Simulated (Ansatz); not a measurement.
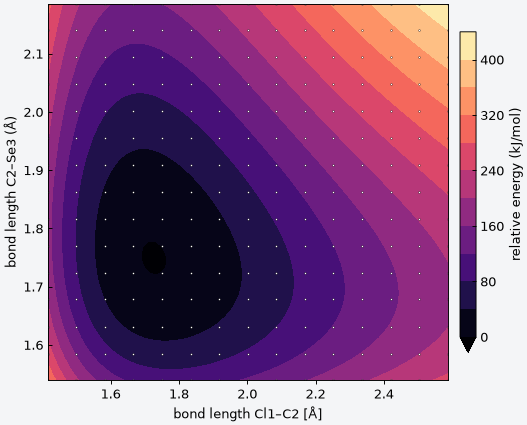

CHClSe, SMILES ClC=[Se]. 
- Coordinates scanned: (1) bond length Cl1–C2; (2) bond length C2–Se3.
- Nothing is relaxed (all other coordinates rigid).
- The grid has 15 × 15 points.
- Points are written as (first, second).
- Energies: kJ/mol, counted from the lowest grid point.
- The reference is spin-restricted, which grows unreliable where a bond is stretched far.
- This map comes from RKS B3LYP-D4/def2-TZVP in Ansatz 0.2.0.

The picture shows filled contours, dots at the grid points. Between grid points the surface is interpolated.

The lowest grid point is at (1.750 Å, 1.724 Å). It is the only kind of minimum in the scanned range. The highest grid point, (2.588 Å, 2.186 Å), lies 427 kJ/mol above the lowest. Round the minimum the valley is somewhat tilted: raising bond length Cl1–C2 shifts the best value of bond length C2–Se3 downwards (coupling k₁₂/√(k₁₁k₂₂) about 0.2).

The system is changed to CHFSe, SMILES FC=[Se]; the new grid has 13 × 13 points, laid about the new relaxed structure.

Question: What does this change do to the map?

Answer: The minimum (interpolated where it lies between grid points) moves from about (1.725 Å, 1.749 Å) to about (1.331 Å, 1.744 Å). The curvature at the minimum changes from about 21 to 38 eV/Å² along bond length Cl1–C2 and by less than a tenth (about 35) eV/Å² along bond length C2–Se3.

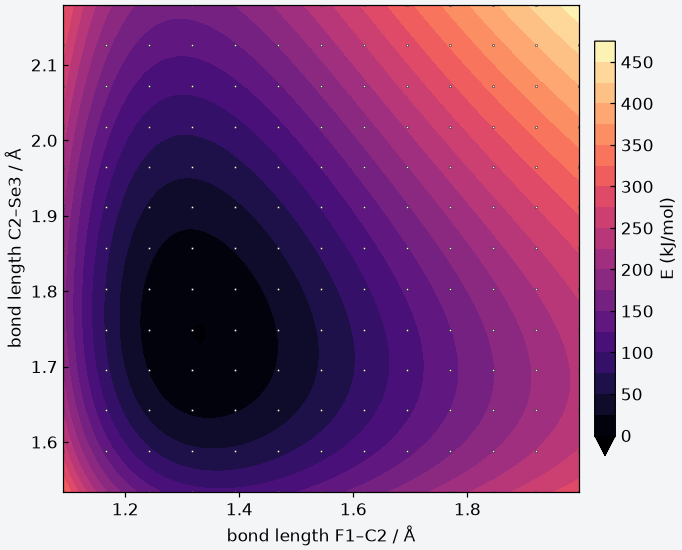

The map after the change, on a colour scale of its own. In the figure: filled contours, dots at the grid points. Between grid points the surface is interpolated.
